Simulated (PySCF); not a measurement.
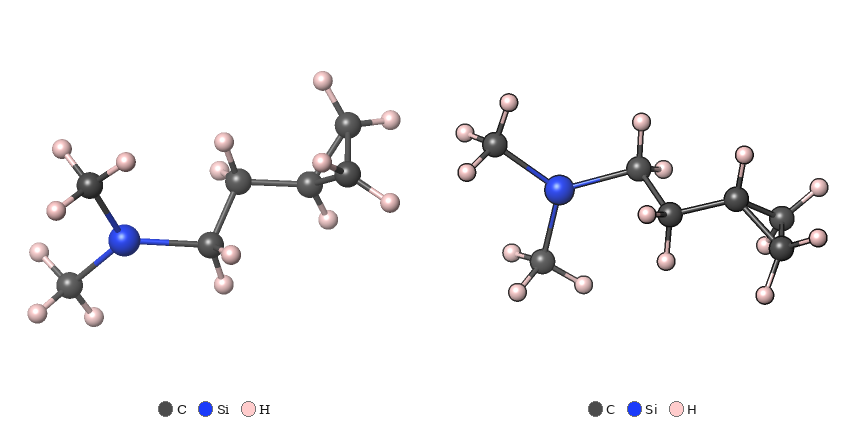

Both panels show the same species.

The species has charge +1 and is a spin singlet.

> Give the formula.

C7H15Si(+), 23 atoms: 7 carbon, 15 hydrogen and 1 silicon.

> Describe its rings.

Independent rings (smallest set): 1 of 3 members.

> What is its SMILES?

C[Si+](C)CCC1CC1

The parts below concern this one geometry. Atoms keep their numbers from picture to picture. Computed geometry: PBE0-D3(BJ)/def2-SVP optimisation. No frequency run is at hand to confirm it as a minimum.

**Geometry**

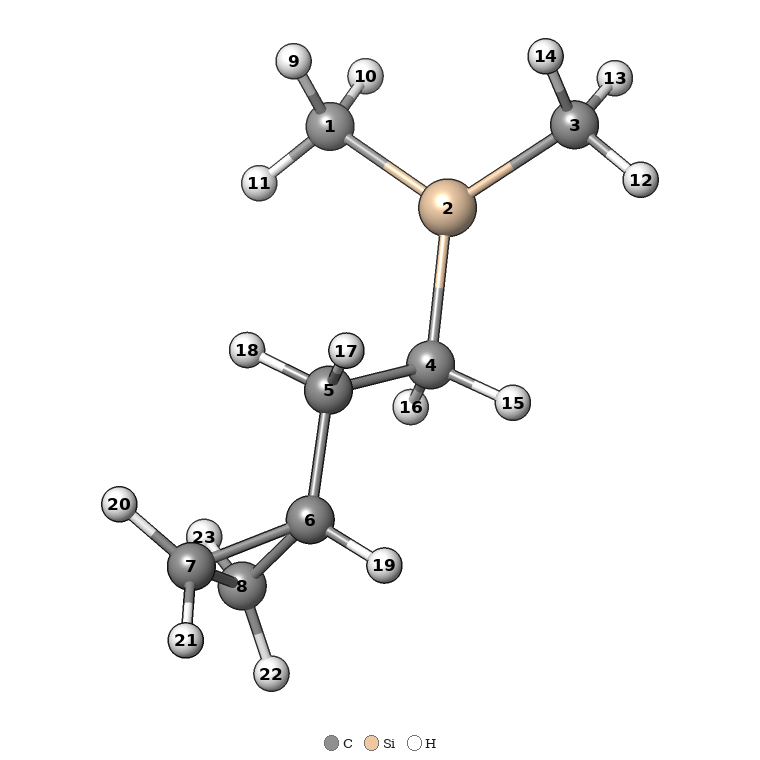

Atoms carry their numbers in the input. No frequency run is at hand to confirm it as a minimum.

> What is the geometry at Si2?

Si2 has 3 neighbours (C1 at 1.83, C3 at 1.83, C4 at 1.83 Å); the arrangement is trigonal planar.

> How are the neighbours of atom 5 arranged?

C5 has 4 neighbours (C4 at 1.55, C6 at 1.51, H17 at 1.10, H18 at 1.10 Å); the arrangement is tetrahedral.

> How are the neighbours of atom 4 arranged?

C4 has 4 neighbours (Si2 at 1.83, C5 at 1.55, H15 at 1.10, H16 at 1.11 Å); the arrangement is tetrahedral.

> Describe the coordination of atom 1.

C1 has 4 neighbours (Si2 at 1.83, H9 at 1.11, H10 at 1.10, H11 at 1.10 Å); the arrangement is tetrahedral.

> What is the dihedral angle C3–Si2–C4–C5?

112° in size, that is anticlinal.

**NMR shielding**

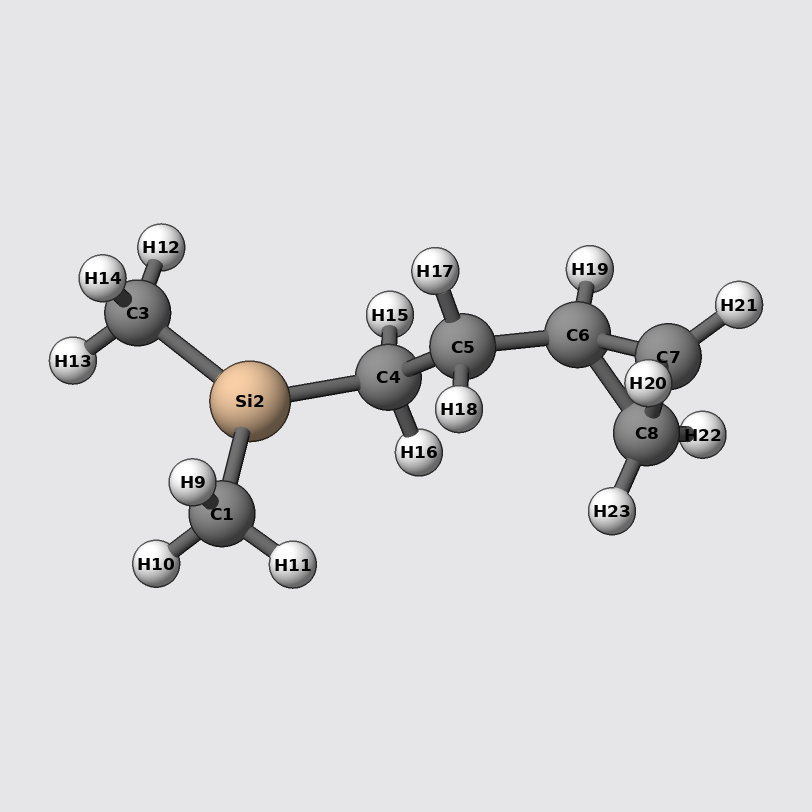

No frequency run is at hand to confirm it as a minimum. Method: GIAO KT2/pcSseg-1 NMR shielding, non-relativistic, gas phase (PySCF 2.14.0). Principal shieldings σ11 ≤ σ22 ≤ σ33, span Ω = σ33 − σ11, skew κ = 3(σiso − σ22)/Ω.

Give the shielding tensors of the C atoms.

```csv
atom,σ11,σ22,σ33,σiso,Ω,κ
C1,139.9,181.1,188.8,169.9,48.9,−0.68
C3,139.1,176.7,188.6,168.1,49.5,−0.52
C4,106.0,162.0,170.2,146.1,64.2,−0.74
C5,136.2,152.4,168.2,152.3,32.0,−0.01
C6,130.9,144.8,203.2,159.6,72.3,0.62
C7,139.1,168.4,197.1,168.2,58.0,−0.01
C8,141.6,171.8,209.0,174.1,67.4,0.10
```

Shieldings and span in ppm.

**Ring current**

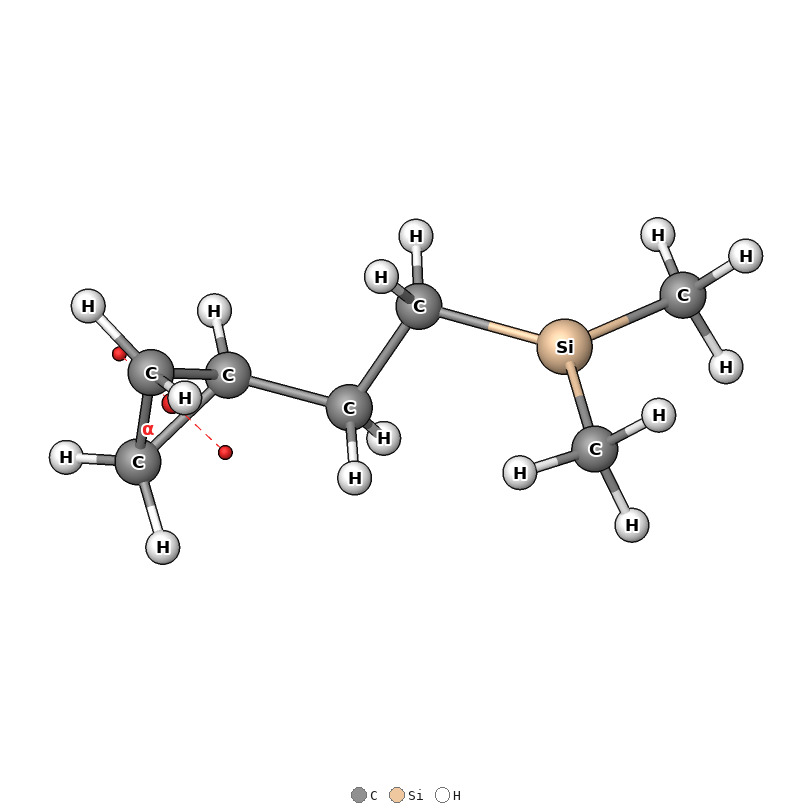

The small points mark where nucleus-independent chemical shifts (NICS) were computed: at the centre of each lettered ring and 1 Å above and below it. No frequency run is at hand to confirm it as a minimum. Properties computed with GIAO KT2/pcSseg-1 NMR shielding, non-relativistic, gas phase (PySCF 2.14.0).

Give NICS(0), NICS(1) and the out-of-plane component NICS(1)zz for each ring (means of the two sides).

```
ring  members  NICS(0)  NICS(1)  NICS(1)zz
   α       C3    −41.7     −7.8      −20.6
```

Values in ppm.

**Charges**

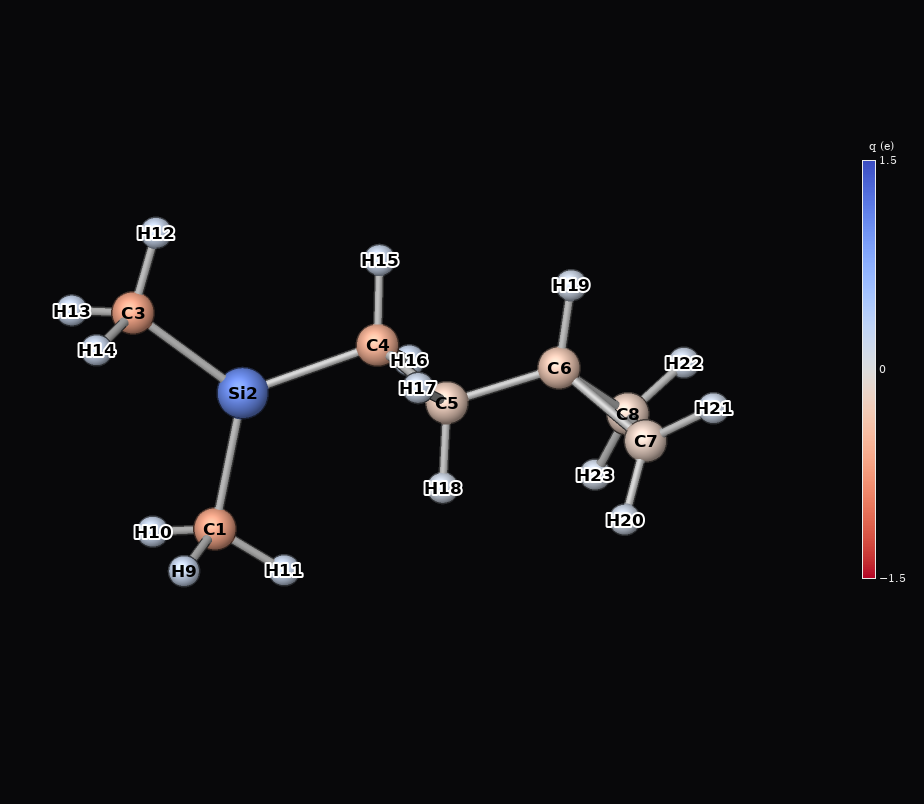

Atoms are coloured by their Mulliken charges. No frequency run is at hand to confirm it as a minimum. Method: PBE0/pcSseg-1, gas phase (PySCF 2.14.0).

> Which atom carries the highest charge (most positive or least negative)?

Si2 (1.03 e).

> And the lowest?

C1, C3 (−0.64 e).

Give the Mulliken charges atom by atom.

```
atom  value (e)
  C1      −0.64
 Si2       1.03
  C3      −0.64
  C4      −0.53
  C5      −0.24
  C6      −0.30
  C7      −0.18
  C8      −0.20
  H9       0.21
 H10       0.21
 H11       0.20
 H12       0.21
 H13       0.21
 H14       0.21
 H15       0.20
 H16       0.21
 H17       0.16
 H18       0.14
 H19       0.15
 H20       0.14
 H21       0.16
 H22       0.16
 H23       0.13
```

**Excitation**

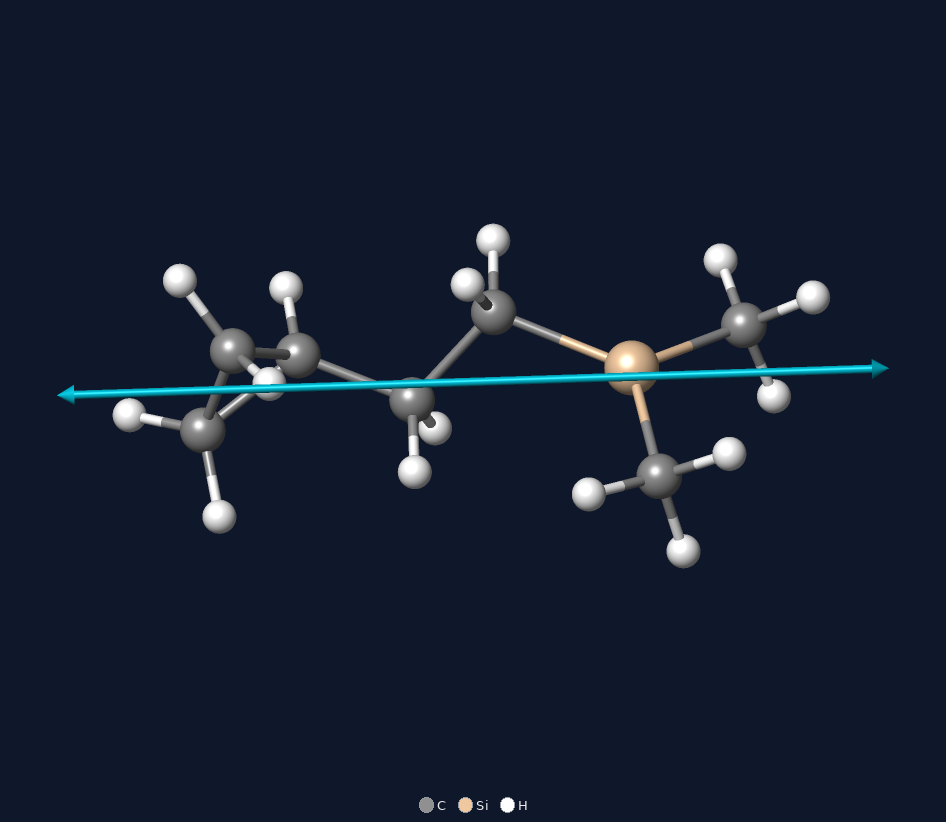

The double arrow shows the direction of the transition dipole to excited singlet state 7 (its length means nothing). No frequency run is at hand to confirm it as a minimum. Level of theory: TDDFT B3LYP/def2-SVPD, vertical, gas phase, core orbitals frozen in the response (PySCF 2.14.0).

> Give its energy, strength and character.

5.94 eV (209 nm), oscillator strength 0.051, mainly HOMO → LUMO+1 (weight 0.88); transition dipole 1.51 D.

Mulliken values depend strongly on the basis set and can even reverse the polarity of a bond.
